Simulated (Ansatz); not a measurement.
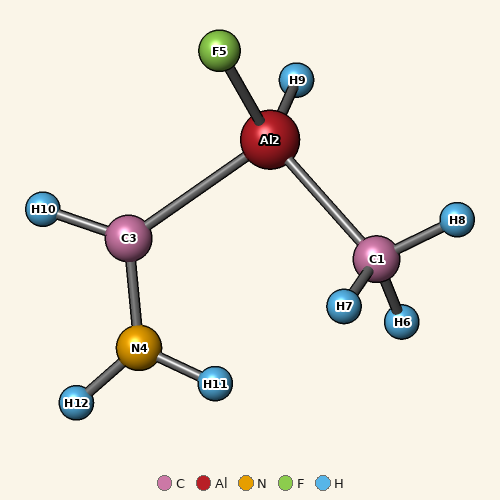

The system is C₂H₇AlFN; the picture shows the reference structure. 
- Coordinates scanned: (1) dihedral C1–Al2–C3–N4; (2) dihedral Al2–C3–N4–H11.
- Nothing is relaxed (all other coordinates rigid).
- The scan uses a 10 × 10 grid.
- All energies are given in kcal/mol relative to the relaxed molecule at the same level.
- The dihedral twists a double bond; near 90° a spin-restricted reference is unreliable.
- These are results of RKS PBE0-D4/def2-SVP (Ansatz 0.2.0), not measurements.

Its coordinates:

```yaml
atoms:
  - { symbol: C, position_ang: [-1.4420, -0.6373, 0.5208] }
  - { symbol: Al, position_ang: [-0.1740, 0.8260, 0.9650] }
  - { symbol: C, position_ang: [1.2355, 0.5964, -0.5578] }
  - { symbol: N, position_ang: [1.2153, -0.4737, -1.2804] }
  - { symbol: F, position_ang: [-0.7696, 2.3943, 0.7186] }
  - { symbol: H, position_ang: [-1.0056, -1.6526, 0.5854] }
  - { symbol: H, position_ang: [-1.9067, -0.5273, -0.4759] }
  - { symbol: H, position_ang: [-2.2778, -0.6413, 1.2418] }
  - { symbol: H, position_ang: [0.7654, 0.6535, 2.2634] }
  - { symbol: H, position_ang: [2.0760, 1.2632, -0.8133] }
  - { symbol: H, position_ang: [0.4650, -1.1523, -1.1284] }
  - { symbol: H, position_ang: [1.8956, -0.7039, -2.0053] }
```

Range: dihedral C1–Al2–C3–N4 from −180 to 144°; dihedral Al2–C3–N4–H11 from −180 to 144°.

### What will the energy surface look like?

The lowest grid point is at dihedral C1–Al2–C3–N4 = 108°, dihedral Al2–C3–N4–H11 = 0°, −1.6 kcal/mol from the relaxed molecule at the same level. Other grid points that lie below all their neighbours: dihedral C1–Al2–C3–N4 = 108°, dihedral Al2–C3–N4–H11 = −180° (1.3 kcal/mol higher); dihedral C1–Al2–C3–N4 = −108°, dihedral Al2–C3–N4–H11 = 0° (1.6 kcal/mol higher); dihedral C1–Al2–C3–N4 = 0°, dihedral Al2–C3–N4–H11 = 0° (1.9 kcal/mol higher). The highest grid point, dihedral C1–Al2–C3–N4 = 0°, dihedral Al2–C3–N4–H11 = 108°, lies 65 kcal/mol above the lowest.

```tsv
dihedral Al2–C3–N4–H11 ↓, dihedral C1–Al2–C3–N4 →	−180	−144	−108	−72	−36	0	36	72	108	144
144	20	19	16	17	19	20	20	19	17	17
108	61	61	57	57	60	63	63	61	59	58
72	54	56	56	52	50	52	53	51	50	52
36	15	14	15	14	12	13	15	13	11	13
0	3	1	0	1	1	0	2	2	−2	0
−36	19	18	15	16	18	19	19	19	17	16
−72	60	60	57	56	59	63	62	60	58	58
−108	54	56	56	53	51	52	54	51	50	52
−144	16	15	16	15	13	14	15	14	12	14
−180	3	2	1	2	2	2	3	2	0	1
```

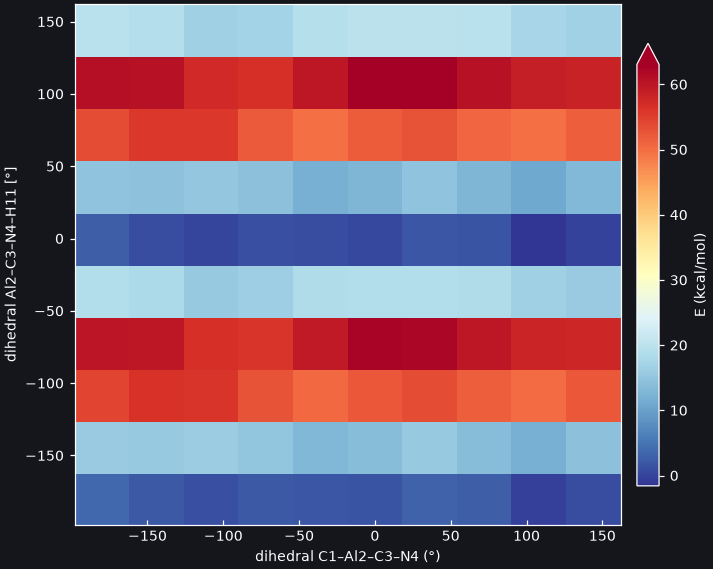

The picture shows one coloured cell a grid point, one colour for all values above the top of the scale.

Each point was launched as `ansatz run input.yaml --threads 1 --pin off --max-ram 2560MiB --backend cpu --events-out ev --progress --plain --runs-dir out`. Time for the 100 points that were run: 10 min on 1 thread of Arm Neoverse V2, with other jobs on the host.
